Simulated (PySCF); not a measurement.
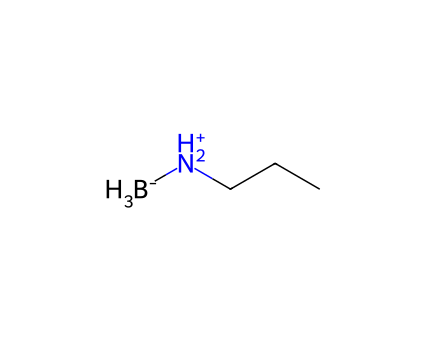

**Transcribe the drawing into SMILES.**

[BH3-][NH2+]CCC

**What is the molecular formula?**

C3H12BN.

**An optimisation with PBE0-D3(BJ)/def2-SVP gave a structure of which point group?**

C1. Other conformers may differ.

The parts below concern this one geometry. Atoms keep their numbers from picture to picture. The geometry was computed by an optimisation with PBE0-D3(BJ)/def2-SVP. No frequency run is at hand to confirm it as a minimum.

## Shape

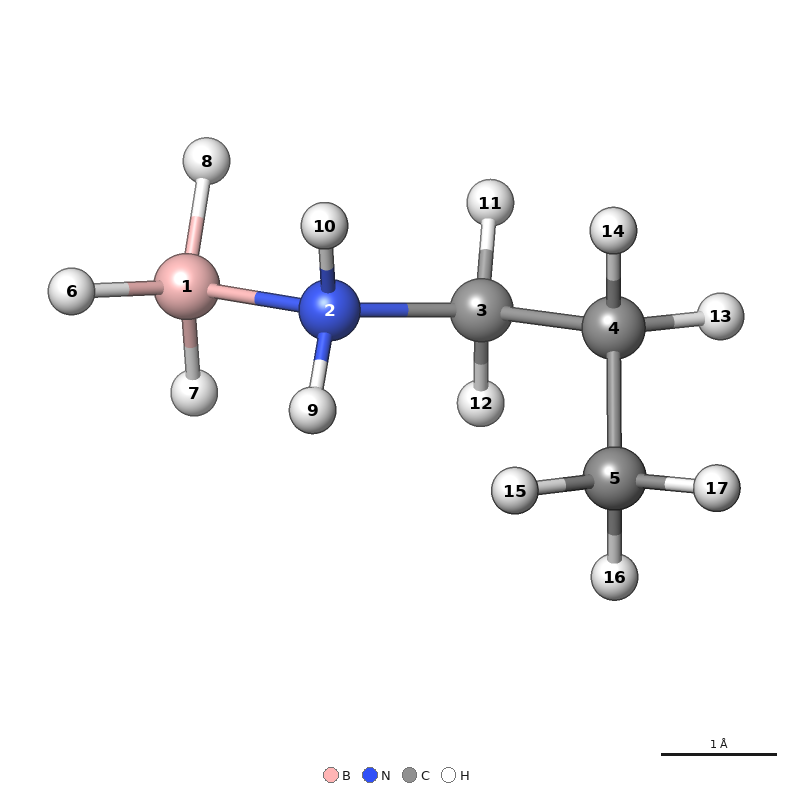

Numbered structure. No frequency run is at hand to confirm it as a minimum.

**What is the geometry at C3?**

C3 has 4 neighbours (N2 at 1.47, C4 at 1.52, H11 at 1.10, H12 at 1.10 Å); the arrangement is tetrahedral.

**How are the neighbours of atom 4 arranged?**

C4 has 4 neighbours (C3 at 1.52, C5 at 1.52, H13 at 1.10, H14 at 1.10 Å); the arrangement is tetrahedral.

**Describe the coordination of atom 5.**

C5 has 4 neighbours (C4 at 1.52, H15 at 1.10, H16 at 1.10, H17 at 1.10 Å); the arrangement is tetrahedral.

**Describe the coordination of atom 1.**

B1 has 4 neighbours (N2 at 1.63, H6 at 1.23, H7 at 1.23, H8 at 1.23 Å); the arrangement is tetrahedral.

**What is the dihedral angle B1–N2–C3–C4?**

178° in size, that is anti.

## NMR shielding

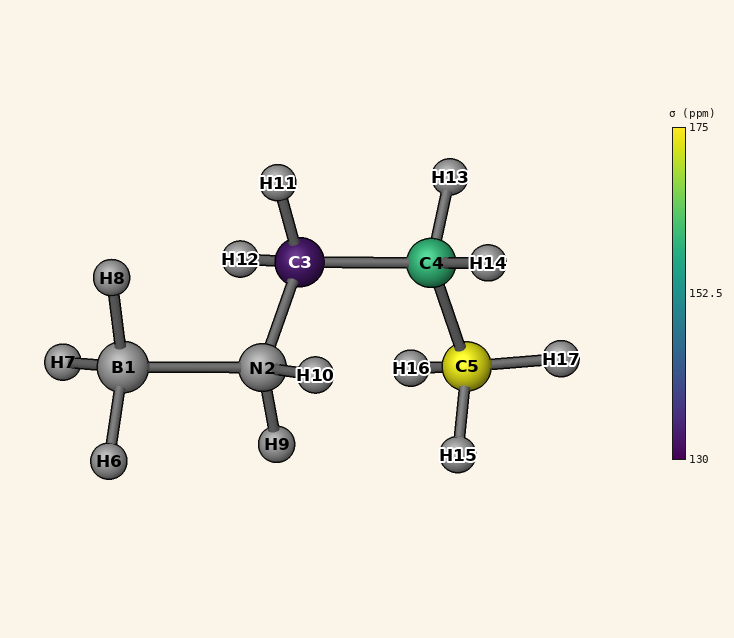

Atoms are coloured by their isotropic NMR shieldings (C only, the others grey). No frequency run is at hand to confirm it as a minimum. Level of theory: GIAO PBE0/pcSseg-1 NMR shielding, non-relativistic, IEF-PCM acetonitrile (PySCF 2.14.0).

Give the isotropic NMR shieldings of the C atoms atom by atom.

| atom | σ (ppm) |
| --- | --- |
| C3 | 133.0 |
| C4 | 159.9 |
| C5 | 173.3 |

## Electronic properties

No frequency run is at hand to confirm it as a minimum. Method: PBE0/def2-SVPD in acetonitrile (IEF-PCM) (PySCF 2.14.0). Excitations: vertical, linear response.

**What is the dipole moment?**

7.07 D.

**What is the lowest vertical singlet excitation?**

7.55 eV.

**What is the HOMO energy (Kohn–Sham orbital)?**

−8.13 eV.

**What is the LUMO energy (Kohn–Sham orbital)?**

0.59 eV.

## Charges

The questions are on IAO charges. No frequency run is at hand to confirm it as a minimum. Method: PBE0/pcSseg-1 in acetonitrile (IEF-PCM) (PySCF 2.14.0).

**Which atom carries the highest charge (most positive or least negative)?**

H9, H10 (0.30 e).

**And the lowest?**

C5 (−0.42 e).

List the IAO charges.

| atom | value (e) |
| --- | --- |
| B1 | −0.39 |
| N2 | −0.27 |
| C3 | −0.15 |
| C4 | −0.26 |
| C5 | −0.42 |
| H6 | −0.05 |
| H7 | −0.05 |
| H8 | −0.05 |
| H9 | 0.30 |
| H10 | 0.30 |
| H11 | 0.16 |
| H12 | 0.15 |
| H13 | 0.15 |
| H14 | 0.14 |
| H15 | 0.13 |
| H16 | 0.14 |
| H17 | 0.15 |
